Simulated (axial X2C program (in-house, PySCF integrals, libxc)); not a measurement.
# PtC: bond curves with and without spin–orbit coupling, part 2 of 2

Computed with an in-house X2C program for linear molecules on PySCF integrals; all-electron X2C, Pt dyall-cv3z, C dyall-v3z. Earlier steps stand in the parts before.

## (11) PBE0, 2c

State followed: Ω = 0 (closed shell). The scan is laid around 1.668 Å, a first estimate of the minimum, and this SCF restarts from the orbitals of the search.

The SCF at the reference distance of 1.668 Å:

```text
two-component X2C + atomic mean field  PBE0
basis functions 220  fitting functions 1115  grid points 5077
iter        total energy     max residual
   1     -18455.369147001     6.46e-05
   2     -18455.369147004     1.11e-05
converged
one-electron -25574.31842934  Coulomb 7353.71442440  exact exchange -90.13167352  xc functional -276.21528258  nuclear repulsion 148.47418148  atomic mean-field constant -16.89236744
```

Along the bond, energies from the lowest point:

| R (Å) | E (eV) | μ (D) | HOMO (eV) | LUMO (eV) | iterations |
| --- | --- | --- | --- | --- | --- |
| 1.451 | 1.6510 | -0.86 | -6.66 | -2.76 | 48 |
| 1.518 | 0.6824 | -1.06 | -6.74 | -2.92 | 48 |
| 1.568 | 0.2670 | -1.19 | -6.78 | -3.03 | 45 |
| 1.618 | 0.0542 | -1.29 | -6.81 | -3.14 | 41 |
| 1.668 | 0.0000 | -1.37 | -6.83 | -3.24 | 2 |
| 1.726 | 0.0885 | -1.44 | -6.85 | -3.35 | 40 |
| 1.785 | 0.2978 | -1.48 | -6.85 | -3.45 | 37 |
| 1.860 | 0.6879 | -1.51 | -6.84 | -3.57 | 43 |
| 1.952 | 1.2783 | -1.51 | -6.81 | -3.70 | 48 |
| 2.085 | 2.2299 | -1.46 | -6.75 | -3.86 | 51 |
| 2.268 | 3.5296 | -1.33 | -6.65 | -4.03 | 56 |
| 2.502 | 4.9739 | -1.16 | -6.56 | -4.22 | 54 |

Dipoles are positive if C is the positive end.

Outer spinors at the reference distance:

```json
{"ω": "1/2", "occupied": "yes", "ε (eV)": "-18.16", "atomic character": "47% C s, 29% Pt d, 10% Pt s", "λ mixture": "100% σ"}
{"ω": "1/2", "occupied": "yes", "ε (eV)": "-11.29", "atomic character": "70% Pt d, 20% C p, 4% C s", "λ mixture": "84% π, 16% σ"}
{"ω": "3/2", "occupied": "yes", "ε (eV)": "-10.86", "atomic character": "74% Pt d, 22% C p", "λ mixture": "91% π, 9% δ"}
{"ω": "1/2", "occupied": "yes", "ε (eV)": "-10.15", "atomic character": "44% Pt d, 31% C p, 15% C s", "λ mixture": "84% σ, 16% π"}
{"ω": "3/2", "occupied": "yes", "ε (eV)": "-9.10", "atomic character": "94% Pt d, 4% C p", "λ mixture": "90% δ, 10% π"}
{"ω": "5/2", "occupied": "yes", "ε (eV)": "-8.13", "atomic character": "99% Pt d", "λ mixture": "100% δ"}
{"ω": "1/2", "occupied": "yes", "ε (eV)": "-6.83", "atomic character": "47% Pt s, 31% C p, 13% Pt d", "λ mixture": "99% σ, 1% π"}
{"ω": "1/2", "occupied": "no", "ε (eV)": "-3.24", "atomic character": "46% C p, 28% Pt p, 18% Pt d", "λ mixture": "94% π, 6% σ"}
{"ω": "3/2", "occupied": "no", "ε (eV)": "-2.79", "atomic character": "46% C p, 23% Pt p, 23% Pt d", "λ mixture": "99% π, 1% δ"}
{"ω": "1/2", "occupied": "no", "ε (eV)": "-1.62", "atomic character": "42% Pt p, 25% C p, 17% Pt s", "λ mixture": "94% σ, 6% π"}
{"ω": "1/2", "occupied": "no", "ε (eV)": "0.49", "atomic character": "75% Pt p, 12% C p, 7% Pt d", "λ mixture": "100% π"}
```

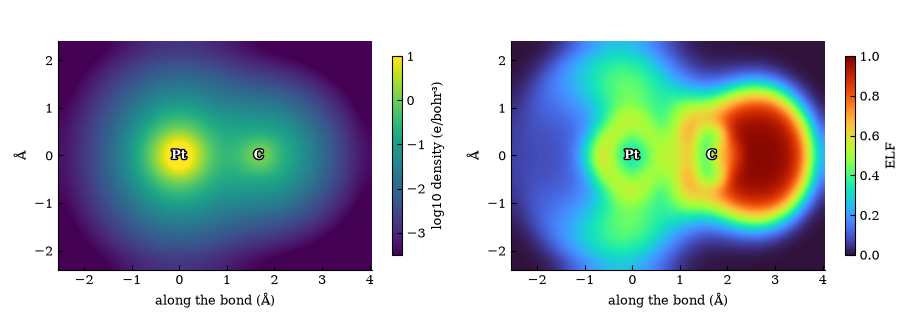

PBE0 fields in a plane through the axis, from a grid of 0.3 Å; Pt lies at z = 0 and C at z = 1.668 Å; the ELF is damped to zero where the density is low.

Re = 1.663 Å, ωe = 1094 cm⁻¹, ωexe = 4.43 cm⁻¹, Be = 0.5392 cm⁻¹, De = 5.91 eV, μ = -1.36 D.

## (12) HF, 2c

The SCF at the reference distance of 1.668 Å:

```text
two-component X2C + atomic mean field  HF
basis functions 220  fitting functions 1115  grid points 5077
iter        total energy     max residual
   1     -18449.548884988     1.10e+00
   2     -18449.590427731     1.67e-02
   3     -18449.590554983     1.65e-01
   4     -18449.594953600     3.48e-02
   5     -18449.595370708     5.09e-03
   6     -18449.595616948     1.42e-02
   7     -18449.595646451     1.86e-03
   8     -18449.595650267     6.32e-04
   9     -18449.595651471     7.41e-04
  10     -18449.595652516     3.09e-04
  11     -18449.595653149     1.22e-04
  12     -18449.595653400     1.64e-04
  13     -18449.595653480     6.54e-05
  14     -18449.595653512     1.52e-05
  15     -18449.595653523     2.87e-05
  16     -18449.595653526     1.01e-05
  17     -18449.595653526     1.85e-06
converged
one-electron -25577.59246861  Coulomb 7357.17012383  exact exchange -360.75512279  xc functional 0.00000000  nuclear repulsion 148.47418148  atomic mean-field constant -16.89236744
```

Re = 1.666 Å, ωe = 1017 cm⁻¹, ωexe = 4.61 cm⁻¹, Be = 0.537 cm⁻¹, De = 1.37 eV, μ = -2.10 D.

## (13) TPSSh, 2c

The SCF at the reference distance of 1.668 Å:

```text
two-component X2C + atomic mean field  TPSSh
basis functions 220  fitting functions 1115  grid points 5077
iter        total energy     max residual
   1     -18454.975160626     3.06e-01
   2     -18454.976196391     1.98e-01
   3     -18454.976782793     5.21e-02
   4     -18454.976898002     1.36e-02
   5     -18454.976912266     3.95e-03
   6     -18454.976915678     6.53e-04
   7     -18454.976916159     4.15e-04
   8     -18454.976916208     2.87e-05
   9     -18454.976916215     3.91e-05
  10     -18454.976916216     5.57e-06
converged
one-electron -25572.55989994  Coulomb 7351.91902146  exact exchange -36.04812534  xc functional -329.86972644  nuclear repulsion 148.47418148  atomic mean-field constant -16.89236744
```

Re = 1.675 Å, ωe = 1069 cm⁻¹, ωexe = 4.45 cm⁻¹, Be = 0.5315 cm⁻¹, De = 6.23 eV, μ = -1.36 D.

## (14) PBE, 2c

The SCF at the reference distance of 1.668 Å:

```text
two-component X2C + atomic mean field  PBE
basis functions 220  fitting functions 1115  grid points 5077
iter        total energy     max residual
   1     -18455.669420075     3.65e-01
   2     -18455.669515882     2.99e-02
   3     -18455.673168485     1.07e-01
   4     -18455.674919335     7.21e-02
   5     -18455.675122540     4.28e-02
   6     -18455.675278786     1.39e-03
   7     -18455.675279225     8.07e-04
   8     -18455.675279399     1.28e-04
   9     -18455.675279408     1.34e-04
  10     -18455.675279413     4.66e-06
converged
one-electron -25572.27425433  Coulomb 7351.61208678  exact exchange 0.00000000  xc functional -366.59492590  nuclear repulsion 148.47418148  atomic mean-field constant -16.89236744
```

Re = 1.681 Å, ωe = 1058 cm⁻¹, ωexe = 4.6 cm⁻¹, Be = 0.528 cm⁻¹, De = 6.98 eV, μ = -1.11 D.

## (15) PBEsol, 2c

The SCF at the reference distance of 1.668 Å:

```text
two-component X2C + atomic mean field  PBEsol
basis functions 220  fitting functions 1115  grid points 5077
iter        total energy     max residual
   1     -18449.937567451     9.48e-01
   2     -18449.942804344     1.76e-02
   3     -18449.944796744     1.95e-01
   4     -18449.945936547     1.63e-01
   5     -18449.946161034     6.50e-02
   6     -18449.946231726     6.20e-03
   7     -18449.946232936     8.77e-03
   8     -18449.946235530     2.43e-04
   9     -18449.946235540     2.11e-04
  10     -18449.946235543     3.52e-06
converged
one-electron -25571.76961481  Coulomb 7351.04268544  exact exchange 0.00000000  xc functional -360.80112021  nuclear repulsion 148.47418148  atomic mean-field constant -16.89236744
```

Re = 1.672 Å, ωe = 1079 cm⁻¹, ωexe = 4.56 cm⁻¹, Be = 0.5337 cm⁻¹, De = 7.41 eV, μ = -1.06 D.

## (16) MP2 and beyond, 2c

Correlated methods: 14 electrons correlated (frozen shells, counted by type: Pt 5 s, 4 p, 2 d, 1 f; C 1 s), 266 virtual spinors in MP2, 140 natural virtuals in coupled cluster.

Output of the correlated part at 1.668 Å:

```text
correlated 14  virtual 266  natural virtual 140  E(MP2) -0.593937399  MP2 remainder -0.011516487
iter   CCSD correlation   residual
   1     -0.475455487   3.57e-01
   2     -0.514033625   2.04e-01
   3     -0.520875157   4.77e-02
   4     -0.522356370   2.67e-02
   5     -0.522792385   1.15e-02
   6     -0.523058553   5.72e-03
   7     -0.522998415   2.70e-03
   8     -0.522990227   1.81e-03
   9     -0.523055471   1.28e-03
  10     -0.523010561   6.74e-04
  11     -0.523038749   2.65e-04
  12     -0.523026220   1.22e-04
  13     -0.523027381   6.65e-05
  14     -0.523026890   4.15e-05
  15     -0.523025712   2.34e-05
  16     -0.523026080   1.08e-05
  17     -0.523026059   5.16e-06
  18     -0.523026033   2.69e-06
  19     -0.523026076   1.75e-06
  20     -0.523026047   1.26e-06
  21     -0.523026065   8.46e-07
(T) -0.039507479  T1 0.0616  D1 0.1340  max T2 0.072
```

MP2: Re = 1.639 Å, ωe = 1284 cm⁻¹, Be = 0.5549 cm⁻¹, De = 7.18 eV.

CCSD: Re = 1.666 Å, ωe = 1093 cm⁻¹, ωexe = 4.19 cm⁻¹, Be = 0.5375 cm⁻¹, De = 5.45 eV. T1 at Re = 0.043 (Lee–Taylor, the printed value over √2).

CCSD(T): Re = 1.680 Å, ωe = 1058 cm⁻¹, ωexe = 4.24 cm⁻¹, Be = 0.5282 cm⁻¹, De = 6.08 eV. T1 at Re = 0.045 (Lee–Taylor, the printed value over √2).

## (17) A higher determinant, 2c

State: Ω = 1 (excess of +ω over −ω: 2 × ω = 1/2).

Output at the reference distance:

```text
two-component X2C + atomic mean field  PBE0
basis functions 220  fitting functions 1115  grid points 5077
iter        total energy     max residual
   1     -18455.313721018     9.55e-05
   2     -18455.313721030     2.00e-05
   3     -18455.313721034     5.54e-05
   4     -18455.313721035     4.52e-05
   5     -18455.313721036     1.24e-05
converged
one-electron -25575.80729199  Coulomb 7355.32624094  exact exchange -90.15596187  xc functional -276.25852216  nuclear repulsion 148.47418148  atomic mean-field constant -16.89236744
```

| R (Å) | E above the lowest PBE0 point (eV) |
| --- | --- |
| 1.451 | 3.584 |
| 1.518 | 2.495 |
| 1.568 | 1.983 |
| 1.618 | 1.669 |
| 1.668 | 1.508 |
| 1.726 | 1.465 |
| 1.785 | 1.536 |
| 1.860 | 1.738 |
| 1.952 | 2.087 |

Re = 1.716 Å, ωe = 918 cm⁻¹, ωexe = 5.79 cm⁻¹, Be = 0.5063 cm⁻¹, μ = -2.36 D. Te = 1.46 eV.

State: Ω = 2 (excess of +ω over −ω: ω = 1/2, ω = 3/2).

Output at the reference distance:

```text
two-component X2C + atomic mean field  PBE0
basis functions 220  fitting functions 1115  grid points 5077
iter        total energy     max residual
   1     -18455.307954622     8.02e-05
   2     -18455.307954625     8.99e-06
converged
one-electron -25575.98591646  Coulomb 7355.52014174  exact exchange -90.15977238  xc functional -276.26422157  nuclear repulsion 148.47418148  atomic mean-field constant -16.89236744
```

| R (Å) | E above the lowest PBE0 point (eV) |
| --- | --- |
| 1.451 | 3.769 |
| 1.518 | 2.674 |
| 1.568 | 2.156 |
| 1.618 | 1.834 |
| 1.668 | 1.665 |
| 1.726 | 1.613 |
| 1.785 | 1.677 |
| 1.860 | 1.871 |
| 1.952 | 2.214 |

Re = 1.720 Å, ωe = 912 cm⁻¹, ωexe = 5.7 cm⁻¹, Be = 0.5039 cm⁻¹, μ = -2.26 D. Te = 1.61 eV.

## (18) The 2c curves together

Energy (eV) of the followed determinant, 2c, from each level's lowest point:

| R (Å) | PBE0 | HF | MP2 | CCSD | CCSD(T) | TPSSh | PBE | PBEsol |
| --- | --- | --- | --- | --- | --- | --- | --- | --- |
| 1.451 | 1.651 | 1.516 | 1.636 | n/a | n/a | 1.798 | 1.873 | 1.770 |
| 1.518 | 0.682 | 0.630 | 0.602 | 0.707 | 0.821 | 0.780 | 0.826 | 0.757 |
| 1.568 | 0.267 | 0.251 | 0.181 | 0.282 | 0.357 | 0.330 | 0.359 | 0.314 |
| 1.618 | 0.054 | 0.055 | 0.000 | 0.061 | 0.097 | 0.084 | 0.098 | 0.076 |
| 1.668 | 0.000 | 0.000 | 0.010 | 0.000 | 0.000 | 0.000 | 0.000 | 0.000 |
| 1.726 | 0.089 | 0.069 | 0.208 | 0.083 | 0.042 | 0.056 | 0.041 | 0.066 |
| 1.785 | 0.298 | 0.244 | 0.551 | 0.288 | 0.209 | 0.236 | 0.207 | 0.255 |
| 1.860 | 0.688 | 0.572 | 1.136 | 0.677 | 0.551 | 0.591 | 0.545 | 0.620 |
| 1.952 | 1.278 | 1.067 | 1.981 | n/a | n/a | 1.143 | 1.075 | 1.183 |
| 2.085 | 2.230 | 1.854 | 3.318 | n/a | n/a | 2.046 | 1.943 | 2.094 |
| 2.268 | 3.530 | 2.874 | 5.126 | n/a | n/a | 3.287 | 3.134 | 3.336 |
| 2.502 | 4.974 | 3.610 | 7.104 | n/a | n/a | 4.681 | 4.456 | 4.712 |

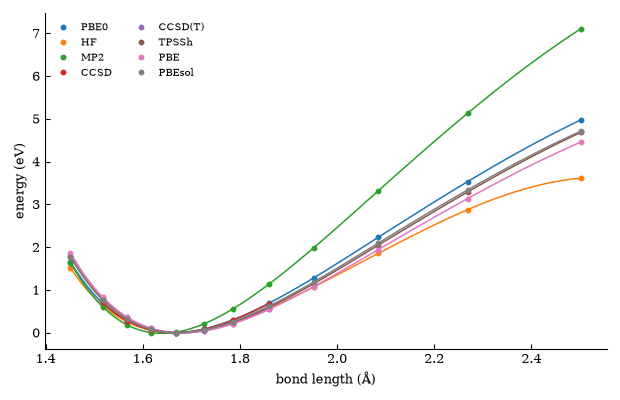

Curves of the followed state, 2c, each from its own lowest point.

The whole job took 45 min on 2 threads of Intel Xeon at 2.50GHz (Skylake/Cascade Lake), shared host; peak memory 2.1 GiB.

## (19) Results

This closing draws on all 2 parts.

Lowest determinant that the search found at its distance, spin-free: M_S = 0, Λ = 0 (closed shell).

Lowest determinant that the search found at its distance, 2c: Ω = 0 (closed shell).

```tsv
Hamiltonian	level	Re (Å)	ωe (cm⁻¹)	De (eV)	μ (D)
spin-free	PBE0	1.660	1109	6.17	-1.28
spin-free	HF	1.663	1028	1.66	-1.98
spin-free	MP2	1.638	1302	7.54	n/a
spin-free	CCSD	1.663	1107	5.78	n/a
spin-free	CCSD(T)	1.678	1072	6.41	n/a
spin-free	TPSSh	1.672	1085	6.42	-1.29
spin-free	PBE	1.677	1075	7.24	-1.04
spin-free	PBEsol	1.668	1096	7.71	-1.00
2c	PBE0	1.663	1094	5.91	-1.36
2c	HF	1.666	1017	1.37	-2.10
2c	MP2	1.639	1284	7.18	n/a
2c	CCSD	1.666	1093	5.45	n/a
2c	CCSD(T)	1.680	1058	6.08	n/a
2c	TPSSh	1.675	1069	6.23	-1.36
2c	PBE	1.681	1058	6.98	-1.11
2c	PBEsol	1.672	1079	7.41	-1.06
```

Dipoles are positive if C is the positive end.

Time per point (s) on 2 threads of Intel Xeon at 2.50GHz (Skylake/Cascade Lake), shared host (2c runs; CCSD comes with the CCSD(T) run); the times are rough: PBE0 6.6, HF 4.2, MP2 5.2, CCSD(T) 93, TPSSh 10, PBE 3.8, PBEsol 3.9.

**Reading.** At CCSD(T), going from spin-free to two-component changes Re by +3 mÅ, ωe by -1.3 %; the spin-free picture holds up (part of it comes from the scalar share of the two-electron terms). De moves by -0.33 eV; both De rest on single-determinant atoms, which can miss part of an open shell's spin–orbit lowering.

De refers to Pt + C, each in the lowest determinant found, which need not be this curve's own limit. The state is a single determinant with fixed occupations, the lowest that a limited PBE0 search found. Closed shells are restricted here (equal orbitals for both partners), which fails at long range if the bond breaks into open shells. De is counted from the lowest determinant-based energies of the atoms at the same level, without counterpoise correction. Coupled cluster ran in a truncated set of natural virtual spinors; the MP2 energy of the rest was added. The meta-GGAs lack a current-density term, which matters for open shells with orbital currents, atoms included. T1 at Re is 0.045 (Lee–Taylor), above the customary mark of 0.02.
